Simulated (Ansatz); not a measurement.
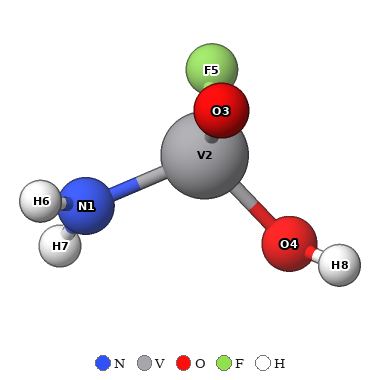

The system is FH₃NO₂V, SMILES [NH2][V](=[O])([OH])[F]; the picture shows the reference structure. 
- The first coordinate is: bond length N1–H6; the second: angle V2–N1–H6.
- Nothing is relaxed (all other coordinates rigid).
- The grid has 7 × 7 points.
- Points are written as (first, second).
- Energies are in eV, from the relaxed molecule at the same level.
- Computed with RHF/def2-TZVP (Ansatz).

Its coordinates:

```yaml
atoms:
  - { symbol: N, position_ang: [-0.5960, 1.2106, -0.0514] }
  - { symbol: V, position_ang: [0.5223, -0.1975, 0.0661] }
  - { symbol: O, position_ang: [0.9245, -0.2999, 1.5183] }
  - { symbol: O, position_ang: [-0.2699, -1.6529, -0.4833] }
  - { symbol: F, position_ang: [1.9064, 0.0586, -0.9390] }
  - { symbol: H, position_ang: [-0.8414, 1.8118, 0.7025] }
  - { symbol: H, position_ang: [-1.0841, 1.4326, -0.8929] }
  - { symbol: H, position_ang: [-0.4697, -2.4204, 0.0238] }
```

Range: bond length N1–H6 from 0.856 to 1.393 Å; angle V2–N1–H6 from 100.2 to 150.2°.

**What will the energy surface look like?**

The lowest grid point is at (1.035 Å, 125.2°), 0.038 eV from the relaxed molecule at the same level. The bottom of the well lies between grid points, at about (0.995 Å, 125°), about 0.037 eV lower on the interpolated surface. It is the only kind of minimum in the scanned range. The highest grid point, (1.393 Å, 150.2°), lies 2.32 eV above the lowest. Round the minimum the two coordinates are weakly coupled (coupling 0.05 in units of the two stiffnesses).

```csv
"angle V2–N1–H6 ↓, bond length N1–H6 →",0.856,0.945,1.035,1.124,1.214,1.303,1.393
150.2,0.93,0.35,0.34,0.65,1.15,1.73,2.36
141.8,0.77,0.19,0.17,0.48,0.97,1.55,2.17
133.5,0.69,0.10,0.07,0.37,0.86,1.43,2.04
125.2,0.67,0.07,0.04,0.33,0.80,1.37,1.98
116.8,0.71,0.11,0.07,0.35,0.81,1.37,1.97
108.5,0.82,0.21,0.16,0.43,0.88,1.42,2.01
100.2,1.00,0.38,0.31,0.57,1.01,1.54,2.12
```

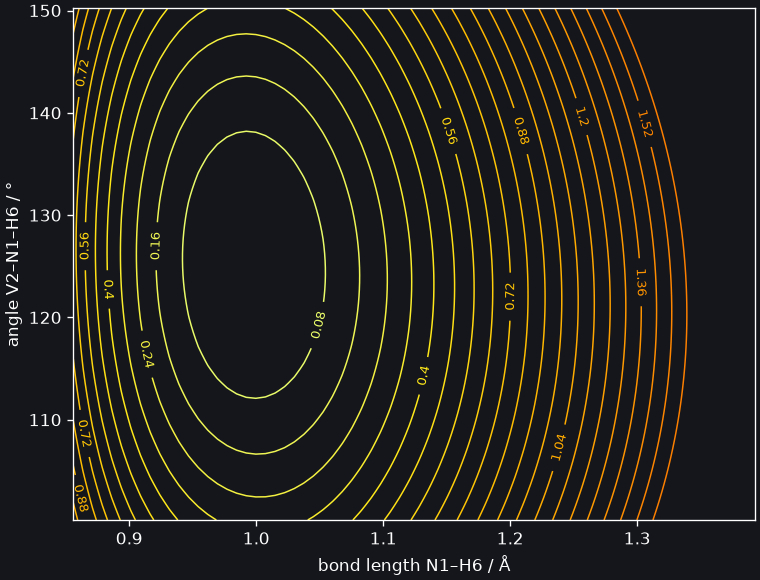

In the figure: contour lines labelled in eV (none above 1.6). Between grid points the surface is interpolated.

Each point was launched as `ansatz run input.yaml --threads 1 --pin off --max-ram 2560MiB --backend cpu --events-out ev --progress --plain --runs-dir out`. Time for the 49 points that were run: 8.4 min on 1 thread of AMD EPYC 7R13 Processor (Zen 3), on a shared host.
